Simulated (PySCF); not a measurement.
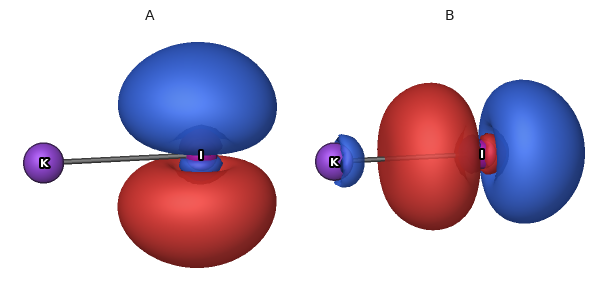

Figure 1: KI. Two frontier orbitals, each drawn at the value that holds 80 % of its norm (blue and red are the two phases), in no order; of a degenerate pair one member is drawn.

These are results of PBE0/x2c-SVPall, spin-free X2C-1e, Gaussian nucleus, at a bond length of 3.063 Å in PySCF 2.14.0, not measurements.

**Name the orbitals and rank them from lowest to highest energy.**

Orbital B: σ, occupied, −5.57 eV; mainly on I (90 %).
Orbital A: π, occupied, −5.19 eV; almost wholly on I.
